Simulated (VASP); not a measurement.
Here is the system:

```
CELL_PARAMETERS angstrom
      2.84218     0.00000     0.00000
      0.00000     2.84218     0.00000
      0.00000     0.00000     4.08688
ATOMIC_POSITIONS crystal
  Ti 0.00000 0.00000 0.00000
  Al 0.50000 0.50000 0.50000
```

Level of theory: revPBE GGA, VASP's PBE PAW potentials (set 64) (plane waves; VASP). Numerical set-up: 520 eV cut-off, 14×14×10 Γ-centred mesh, tetrahedra with Blöchl corrections, potentials Ti_sv Al.

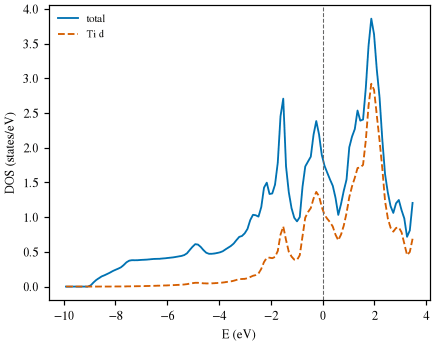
*Total and projected density of states, zero at the Fermi level*

Within 2 eV below the Fermi level the largest weight inside VASP's projection spheres is Ti d.

It has no gap at this level: it comes out as a metal or semimetal.

The compound is TiAl in the L1_0 structure. It was relaxed first. The electron count is odd and the run is not spin-polarised, which forces a metal.
